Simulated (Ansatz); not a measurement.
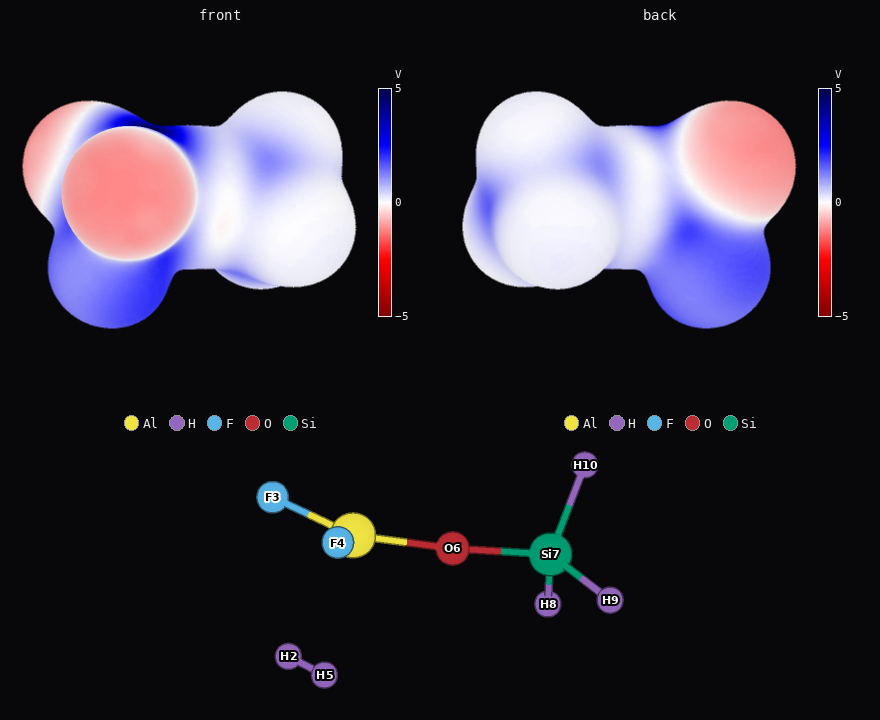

*AlF2H3OSi···H2. The electrostatic potential painted on the density surface at 0.002 e/bohr³, seen from the front and from behind; red is negative and blue positive. The bare structure is drawn below in the same view.*

The product side of a reaction path; geometry: PBE0-D4/def2-TZVP.

Theory: RKS PBE0-D4/def2-TZVPP in Ansatz 0.2.0.

```xyz
10

Al   -1.4189    0.2707   -0.1481
H    -1.7980   -1.8449    0.1584
F    -2.1844   -0.1055   -1.5494
F    -2.3232    0.8412    1.0938
H    -1.4608   -1.6855    0.8166
O     0.2410    0.3465   -0.0802
Si    1.8587    0.5084   -0.0745
H     2.4872   -0.7102   -0.6488
H     2.3446    0.6903    1.3181
H     2.2537    1.6888   -0.8859
```

Q: Describe the electrostatic potential map.

A: The most negative region (about −1.2 V, or −28 kcal/mol for a unit charge) lies over F3 and F4, the most positive (about +4.2 V, or +97 kcal/mol for a unit charge) over Al1.
